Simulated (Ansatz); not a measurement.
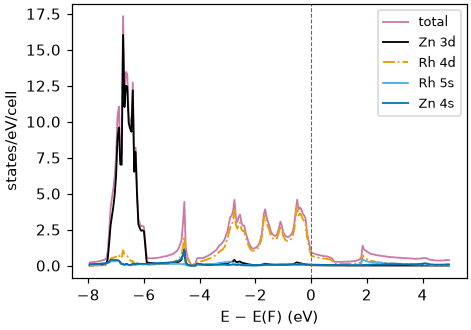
Figure. Total and projected density of states of ZnRh (CsCl type, Pm-3m), LDA in the plane-wave PAW code Ansatz

Q: Which orbitals carry the states next to the Fermi level?

A: Within 0.5 eV of the Fermi level: Rh 4d 86 %. Projections are on Löwdin-orthogonalised atomic valence shells; empty p or d shells of many metals are not among them.

Q: Where is the tallest occupied peak in this window, and what makes it?

A: Near -6.8 eV, about 17 states/eV per cell; the largest projected share is Zn 3d.

The workflow started from a Materials Project entry (that database holds measured and hypothetical structures alike); the Crystallography Open Database copy checked does not list it. With Zn and Rh taken as one species the cell has the higher symmetry Im-3m, so it may be an ordered model of a mixed-site phase. Whether it is the stable phase at ambient conditions was not checked. The cell was relaxed with LDA under the symmetry of its start; of distortions, only those at the zone centre were tested. The run is not spin-polarised. Scalar-relativistic: spin–orbit coupling is off unless named, which matters more the heavier the elements.

Potentials: the later of the program's two PAW sets.
